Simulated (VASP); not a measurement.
Band structure of PtSe2 (1T layered). Level of theory: PBE GGA with D3 dispersion (Becke-Johnson damping), VASP's PBE PAW potentials (set 64) (plane waves; VASP).

Unless said otherwise, spin-orbit coupling is left out, though it shifts the bands of the heavy elements here.

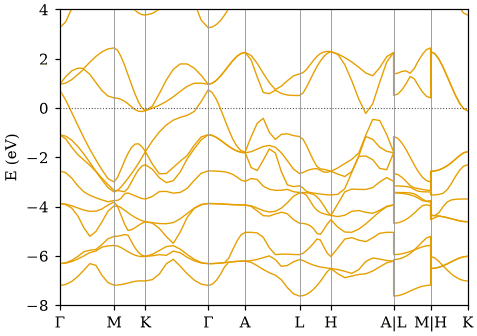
Figure. Bands along high-symmetry lines, zero at the valence-band maximum or, without a gap, the Fermi level

Task: Read the plot: is there a gap, and where are the band edges?

Result: It has no gap at this level: it comes out as a metal or semimetal. (Edges off the drawn lines would not show.)

The compound is PtSe2 in the 1T layered structure. It was relaxed first.
